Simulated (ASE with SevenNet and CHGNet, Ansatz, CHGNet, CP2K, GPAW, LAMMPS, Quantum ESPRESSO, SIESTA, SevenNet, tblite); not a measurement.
## Amorphous Hg30S21Se9 (60 atoms) in machine-learned potentials

Wanted: machine-learned potentials inputs and outputs for amorphous Hg30S21Se9 (60 atoms), checked against a plane-wave reference.

Method: the method is named at each step, in ASE with SevenNet and CHGNet.

## 1. Set-up

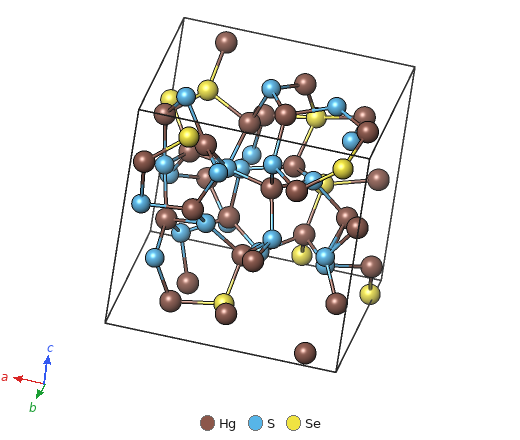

The cell as given, from a free direction (mercury brown, sulfur blue, selenium yellow). Bonds to atoms that aren't drawn are left out.

The cell holds 60 atoms: 30 Hg, 21 S and 9 Se. Cell: a = 11.895 Å, b = 11.895 Å, c = 11.895 Å, α = 90.0°, β = 90.0°, γ = 90.0°. 60 atoms (30 Hg, 21 S, 9 Se) placed at random at 7.3 g/cm³, melted at 2500 K for 10 ps at fixed volume with the Stillinger-Weber II-VI potential (Zhou et al., Phys. Rev. B 88, 085309 (2013)). Quenched from 2500 K to 300 K at 3 K/ps and fixed volume, held 5 ps, then minimised at fixed cell.

The yardstick, on the same geometry:

| Property | Result |
| --- | --- |
| method | Kohn-Sham DFT, PBE, PAW, plane waves (Ansatz 0.2.0); cutoff 420 eV, Γ point, fermi-dirac smearing of 0.05 eV; PAW set soft_2 |
| r.m.s. force component | 0.4119 eV/Å |
| longest force | 1.588 eV/Å |
| pressure | 0.5219 GPa |
| SCF cycles | 12 |
| time | 21 s on 8 threads of Arm Neoverse V1, shared host |
| CPU time | 2.3 min |

## 2. SevenNet l3i5 potential

Method: machine-learned interatomic potential SevenNet l3i5, trained on PBE(+U) plane-wave data.

Contents of run.py:

```python
import numpy as np
from ase.io import read
import mlip  # loads the published weights by name

atoms = read("structure.xyz")
atoms.calc = mlip.calc("7net-l3i5")
energy = atoms.get_potential_energy()
forces = atoms.get_forces()
print(f"energy {energy:.6f} eV")
print("forces (eV/A)")
for i, (a, f) in enumerate(zip(atoms, forces)):
    print(f"{i:4d} {a.symbol:2s} {f[0]:10.5f} {f[1]:10.5f} {f[2]:10.5f}")
stress = -atoms.get_stress(voigt=False) * 160.21766
print("stress (GPa, compression positive)")
for row in stress:
    print(" ".join(f"{x:10.4f}" for x in row))
```

Contents of structure.xyz:

```xyz
60
Lattice="11.89490 0.00000 0.00000 0.00000 11.89490 0.00000 0.00000 0.00000 11.89490" Properties=species:S:1:pos:R:3 pbc="T T T"
Hg 0.83276 9.35986 2.53980
Hg 0.79327 8.09983 11.57005
Hg 11.37628 5.57776 9.04072
Hg 5.98076 11.54804 1.72500
Hg 8.80020 7.82673 8.88394
Hg 8.66056 10.01313 6.26730
Hg 6.15050 7.40136 3.16678
Hg 9.41600 1.40384 11.68638
Hg 5.12266 7.36996 11.20916
Hg 3.81065 3.01191 2.96897
Hg 5.10267 11.15504 4.70550
Hg 8.93723 5.25992 0.05495
Hg 5.26516 7.16454 7.00443
Hg 0.83895 0.70763 5.71847
Hg 10.32144 6.74274 3.95137
Hg 10.14207 3.25873 6.25577
Hg 9.15753 9.14456 0.66718
Hg 0.13049 3.55087 2.25765
Hg 1.53111 5.09459 5.32261
Hg 1.79351 2.47188 9.73157
Hg 9.44324 0.22862 3.60606
Hg 4.97492 2.75355 10.95925
Hg 7.27088 4.10778 8.85920
Hg 7.63272 3.53302 3.27169
Hg 11.31812 11.07927 8.77463
Hg 1.68313 11.83804 0.65553
Hg 0.54871 8.15752 6.31512
Hg 3.53136 10.67805 8.76559
Hg 7.02989 0.90592 7.97113
Hg 4.83314 3.15536 6.60333
S 11.14112 2.04616 4.22174
S 7.47487 3.23494 5.88631
S 11.23461 10.38449 6.15716
S 5.65591 4.91842 2.39777
S 5.19165 8.74085 9.01931
S 10.95925 5.76106 6.39506
S 6.34343 5.05569 11.38687
S 9.74228 4.76058 2.44619
S 7.63438 10.30622 8.67376
S 7.93426 1.32307 1.92019
S 10.21665 9.67329 3.06389
S 7.77617 6.15442 7.11125
S 2.74844 6.44953 11.81152
S 4.65412 8.55933 4.90082
S 2.24766 5.10374 2.52077
S 1.92614 4.97266 9.45062
S 8.16204 7.93568 4.72132
S 7.42063 0.19353 5.35532
S 10.23806 7.26909 11.00124
S 3.48437 5.27574 7.02156
S 1.97907 7.70159 4.16345
Se 6.50377 8.94508 1.05222
Se 0.18390 2.04081 0.06055
Se 1.44142 10.37104 10.34333
Se 3.45452 1.35923 5.14228
Se 4.33379 1.40407 8.66948
Se 3.99086 1.24361 1.01345
Se 9.68126 3.55705 9.88918
Se 9.30300 10.92392 10.54090
Se 11.68507 1.75652 8.12101
```

On the command line:

```bash
OMP_NUM_THREADS=1 python run.py > output.txt
```

Log:

```text
energy -120.216736 eV
forces (eV/A)
   0 Hg    0.24774    0.26754   -0.30342
   1 Hg    0.60425   -0.45175    0.24002
   2 Hg    0.47080   -0.35551    0.04075
   3 Hg    0.06866   -0.57239   -0.07348
   4 Hg   -0.44814   -0.62740   -0.56196
   5 Hg   -0.42478   -0.26322   -0.24400
   6 Hg   -0.30025   -0.58092    0.16794
   7 Hg    0.09473    0.18025    0.08343
   8 Hg   -0.59024    0.07850   -0.30444
   9 Hg   -0.31575    0.56038    0.19129
  10 Hg    0.05864   -0.73045    0.09778
  11 Hg   -0.13438   -0.46840    0.20292
  12 Hg    0.27255   -0.00787   -0.05087
  13 Hg    0.30572    0.23938    0.22083
  14 Hg   -0.59421    0.21218    0.06758
  15 Hg   -0.35517   -0.06849    0.06678
  16 Hg    0.19876    0.21507    0.73397
  17 Hg    0.78654    0.42117   -0.17280
  18 Hg    0.15553    0.17772   -0.37514
  19 Hg   -0.07954    0.34462   -0.14289
  20 Hg    0.34583   -0.36393   -0.01857
  21 Hg    0.35149    0.51875   -0.02440
  22 Hg   -0.09789    0.41482   -0.09546
  23 Hg   -0.57438    0.27333    0.39085
[...]
52 Se    0.04614   -0.03205    0.33742
  53 Se   -0.16541   -0.16944   -0.28858
  54 Se   -0.19975   -0.36660   -0.54311
  55 Se   -0.19046   -0.29900    0.39082
  56 Se    0.17091   -0.17903    0.06455
  57 Se   -0.30522    0.01820    0.31515
  58 Se   -0.48219   -0.03267   -0.77428
  59 Se    0.09416   -0.11033   -0.71788
stress (GPa, compression positive)
    0.2902    -0.1875     0.0778
   -0.1875     0.2207    -0.1554
    0.0778    -0.1554     0.6198
```

It took 9.9 s on 1 thread of Arm Neoverse V1, shared host; peak memory 0.91 GiB.

Banners, paths, timers and routine set-up lines are dropped from the logs unmarked, and long logs keep their key lines alone; longer cuts are marked.

Compared with the plane-wave run:

```yaml
r_m_s_force_component: 0.3878 eV/Å
r_m_s_difference_of_force_components: 146.1 meV/Å
longest_difference_of_force_vectors: 564.4 meV/Å
force_difference_over_r_m_s_force: 35.46 %
slope_of_forces_against_the_reference_s: 0.8805
correlation_of_force_components: 0.935
pressure: 0.3769 GPa
pressure_difference: -0.145 GPa
```

Length of the force difference by element (eV/Å):

| element | atoms | mean | most |
| --- | --- | --- | --- |
| Hg | 30 | 0.18 | 0.41 |
| S | 21 | 0.28 | 0.56 |
| Se | 9 | 0.22 | 0.49 |

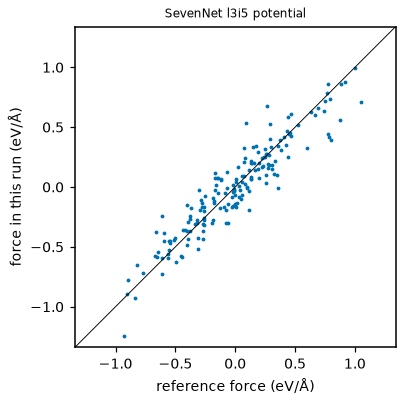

Force components against those of the reference; the line marks equality.

A closer look about Hg1, which has 2 bonded neighbours where the commonest count for Hg is 4: 9 atoms, nearest first, numbered in the order of the input, with positions taken from that point.

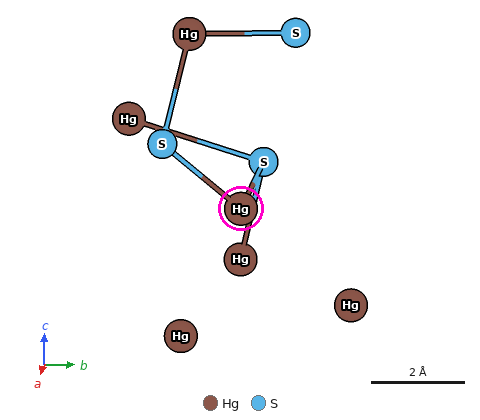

The atoms of the table, within 4.0 Å (arrows a, b, c point along x, y, z); some may hide others; the central atom is ringed.

| atom | x | y | z | distance (Å) | bonds | Fx | Fy | Fz (eV/Å) |
| --- | --- | --- | --- | --- | --- | --- | --- | --- |
| Hg1 | 0.00 | 0.00 | 0.00 | 0.00 | 2 | 0.25 | 0.27 | -0.30 |
| S41 | -2.51 | 0.31 | 0.52 | 2.58 | 3 | -0.15 | 0.07 | -0.93 |
| S51 | 1.15 | -1.66 | 1.62 | 2.59 | 3 | -0.24 | 0.67 | 0.40 |
| Hg2 | -0.04 | -1.26 | -2.86 | 3.13 | 3 | 0.60 | -0.45 | 0.24 |
| Hg26 | 0.85 | 2.48 | -1.88 | 3.23 | 3 | -0.43 | -0.43 | 0.63 |
| Hg15 | -2.41 | -2.62 | 1.41 | 3.83 | 3 | -0.59 | 0.21 | 0.07 |
| Hg27 | -0.28 | -1.20 | 3.78 | 3.97 | 3 | 0.14 | 0.14 | -0.65 |
| Hg17 | -3.57 | -0.22 | -1.87 | 4.04 | 4 | 0.20 | 0.22 | 0.73 |
| S33 | -1.49 | 1.02 | 3.62 | 4.05 | 4 | 0.25 | -0.05 | 0.99 |

Atoms are counted from 1 here, from 0 in the log.

Forces lie 35 % from the reference's, at 0.062 times its CPU time (on 1 against 8 cores).

## 3. CHGNet 0.3.0 potential

Method: machine-learned interatomic potential CHGNet 0.3.0, trained on PBE(+U) plane-wave data.

run.py: that of step 2 with these lines changed.

```diff
@@ -5,3 +5,3 @@
 atoms = read("structure.xyz")
-atoms.calc = mlip.calc("7net-l3i5")
+atoms.calc = mlip.calc("chgnet-0.3.0")
 energy = atoms.get_potential_energy()
```

structure.xyz is that of step 2.

Log:

```text
CHGNet v0.3.0 initialized with 412,525 parameters
CHGNet will run on cpu
energy -140.457352 eV
forces (eV/A)
   0 Hg   -0.15919   -0.33212    0.69955
   1 Hg    0.68347   -0.71541    0.02990
   2 Hg    0.52615   -0.34556    0.00356
   3 Hg    0.16759   -0.33741   -0.23144
   4 Hg   -0.41314   -0.44318   -0.48195
   5 Hg   -0.22724   -0.37996   -0.24536
   6 Hg   -0.18948   -0.52461    0.22852
   7 Hg    0.05045    0.29779   -0.04426
   8 Hg   -0.50097   -0.17775   -0.15355
   9 Hg   -0.16100    0.69832    0.22155
  10 Hg    0.06027   -0.45000    0.35318
  11 Hg   -0.31073   -0.26190    0.05657
  12 Hg    0.29705   -0.04336   -0.12003
  13 Hg    0.21960    0.05486    0.05613
  14 Hg   -0.55079    0.32268   -0.04105
  15 Hg   -0.19215   -0.05365    0.06546
  16 Hg    0.08613    0.09600    0.52948
  17 Hg    0.72011    0.40453   -0.09915
  18 Hg    0.38896    0.25568   -0.48861
  19 Hg   -0.11449    0.42206   -0.11069
  20 Hg    0.33264   -0.43059   -0.12321
  21 Hg    0.28809    0.35087    0.01056
  22 Hg    0.34552    0.72736   -0.17374
  23 Hg   -0.61092    0.31120    0.32398
[...]
52 Se   -0.05235   -0.13163    0.21551
  53 Se    0.15287   -0.14225    0.00018
  54 Se   -0.20098   -0.25382   -0.26800
  55 Se    0.17694   -0.30881    0.35962
  56 Se    0.18290   -0.15600   -0.20391
  57 Se   -0.41255    0.16392    0.22351
  58 Se    0.07060    0.05580    0.06278
  59 Se    0.07066   -0.14841   -0.52688
stress (GPa, compression positive)
   -0.2654     0.0752     0.0228
    0.0752    -0.2742    -0.0501
    0.0228    -0.0501     0.1458
```

The job ended after 5.2 s (1 thread; peak memory 0.6 GiB).

Numbers from this run, and their distance from the reference:

```yaml
r_m_s_force_component: 0.3375 eV/Å
r_m_s_difference_of_force_components: 254.7 meV/Å
longest_difference_of_force_vectors: 1231 meV/Å
force_difference_over_r_m_s_force: 61.83 %
slope_of_forces_against_the_reference_s: 0.6446
correlation_of_force_components: 0.7866
pressure: -0.1313 GPa
pressure_difference: -0.6532 GPa
```

Against the first run (35 %), the force difference from the reference is 62 %, at 0.41 times the CPU time.

## 4. CHGNet r2SCAN potential

Method: machine-learned interatomic potential CHGNet r2SCAN, trained on r2SCAN plane-wave data.

run.py: that of step 3 with these lines changed.

```diff
@@ -5,3 +5,3 @@
 atoms = read("structure.xyz")
-atoms.calc = mlip.calc("chgnet-0.3.0")
+atoms.calc = mlip.calc("chgnet-r2scan")
 energy = atoms.get_potential_energy()
```

structure.xyz is that of step 3.

Log:

```text
CHGNet vr2scan initialized with 412,525 parameters
CHGNet will run on cpu
energy -1783.244873 eV
forces (eV/A)
   0 Hg   -0.09272   -0.29553    0.48909
   1 Hg    0.61289   -0.47265    0.03623
   2 Hg    0.41009   -0.32077    0.00683
   3 Hg    0.04713   -0.20829   -0.13803
   4 Hg   -0.27509   -0.35966   -0.33482
   5 Hg   -0.16061   -0.18715   -0.18465
   6 Hg   -0.14468   -0.22949    0.16724
   7 Hg    0.08151    0.13120   -0.07012
   8 Hg   -0.45232   -0.16978   -0.06713
   9 Hg   -0.14581    0.55234    0.05009
  10 Hg    0.03238   -0.27308    0.21624
  11 Hg   -0.14560   -0.17393   -0.03234
  12 Hg    0.17410   -0.01218   -0.08245
  13 Hg    0.09833    0.06366    0.04996
  14 Hg   -0.43054    0.20809    0.00980
  15 Hg   -0.13209    0.01449   -0.01676
  16 Hg   -0.01853    0.06267    0.30109
  17 Hg    0.48931    0.34484   -0.07243
  18 Hg    0.31638    0.23364   -0.35342
  19 Hg   -0.08988    0.36621   -0.09016
  20 Hg    0.13184   -0.20534   -0.10632
  21 Hg    0.10938    0.16697    0.02840
  22 Hg    0.29532    0.51056   -0.13757
  23 Hg   -0.43732    0.26781    0.18472
[...]
52 Se    0.00391   -0.14031    0.18398
  53 Se    0.07743   -0.03793   -0.01240
  54 Se   -0.11209   -0.11485   -0.18252
  55 Se    0.19851   -0.13709    0.24434
  56 Se    0.14967   -0.03372   -0.11955
  57 Se   -0.35488    0.24807    0.14659
  58 Se    0.01436    0.05594   -0.01057
  59 Se    0.14067   -0.19616   -0.35134
stress (GPa, compression positive)
   -1.2698     0.1469    -0.0126
    0.1469    -1.3352    -0.0103
   -0.0126    -0.0103    -0.9217
```

Run time: 3.1 s. Hardware: 1 thread; peak memory 0.61 GiB.

Compared with the plane-wave run:

```
r.m.s. force component                  : 0.263 eV/Å
r.m.s. difference of force components   : 291.7 meV/Å
longest difference of force vectors     : 1241 meV/Å
force difference over r.m.s. force      : 70.82 %
slope of forces against the reference's : 0.4531
correlation of force components         : 0.7096
pressure                                : -1.176 GPa
pressure difference                     : -1.698 GPa
```

Against the first run (35 %), the force difference from the reference is 71 %, at 0.35 times the CPU time; this potential was trained at another functional than the reference's, which explains only part of so large a difference.

## 5. The ladder

Differences are against the plane-wave reference, forces as r.m.s. over components; share is that over the reference's r.m.s. force, slope the least-squares factor from reference forces to these. Total energies of different programs have different zeros and aren't compared.

| run | Δ force, r.m.s. (meV/Å) | share (%) | slope | Δ pressure (GPa) | cores | CPU time | memory (GiB) |
| --- | --- | --- | --- | --- | --- | --- | --- |
| reference | - | - | - | - | 8 | 2.3 min | 2.6 |
| SevenNet l3i5 potential | 146 | 35.5 | 0.880 | -0.145 | 1 | 8.6 s | 0.91 |
| CHGNet 0.3.0 potential | 255 | 61.8 | 0.645 | -0.653 | 1 | 3.5 s | 0.6 |
| CHGNet r2SCAN potential | 292 | 70.8 | 0.453 | -1.70 | 1 | 3.1 s | 0.61 |

Times of the machine-learned potentials are mostly Python's start and the loading of weights.

CPU time is summed over cores on a shared host, where runs went side by side, so it is rough. Symmetry, cutoffs, thresholds, outputs and thread counts weren't matched or tuned between programs; memory under MPI is the largest rank's times the ranks.

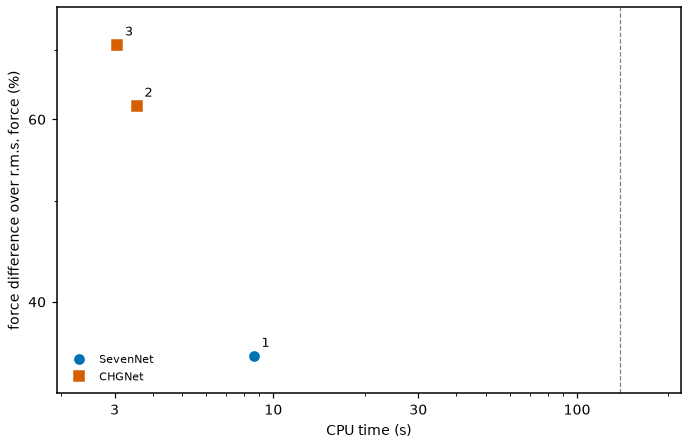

Force difference against CPU time; the dashed line marks the reference's time. Points: 1 SevenNet l3i5 potential; 2 CHGNet 0.3.0 potential; 3 CHGNet r2SCAN potential.

## 6. What came out

| Item | Value |
| --- | --- |
| nearest in forces | SevenNet l3i5 potential, 35 % |
| its CPU time | 8.6 s |

Machine-learned potentials differ by 35 % (SevenNet l3i5 potential) to 71 % (CHGNet r2SCAN potential); they were trained on other programs' data, some at another functional. Among those trained on PBE data the slope goes as low as 0.64, with a correlation of 0.79, so directions differ as well as sizes. Machine-learned potentials mimic data converged in k, so the reference's own k-point error enters their differences. The quench rate of 3 K/ps is many orders above laboratory rates, so the cell is likely richer in defects and strain than a real sample. The network of bonds at the start is that of the classical potential that made the cell, and needn't be the one that DFT or experiment would give. The electronic-structure runs sample only Γ, in a cell whose shortest periodic width is 12 Å, which is coarse for a cell with partly filled levels. Spin–orbit coupling is left out, which matters for the levels of the heavy elements.

[Also dropped from logs without a mark: logging warnings of Python, and SIESTA's first energy breakdown and zero terms.]

[Logs are printed without paths, hosts, clocks, repeated set-up lines and the standing remarks that a program may print on its own settings, such as how far it seeks lower states.]

[Hosts, paths, dates, database ids (printed as entryN), source tags and the programs' standing remarks are cut or masked in the printed files.]
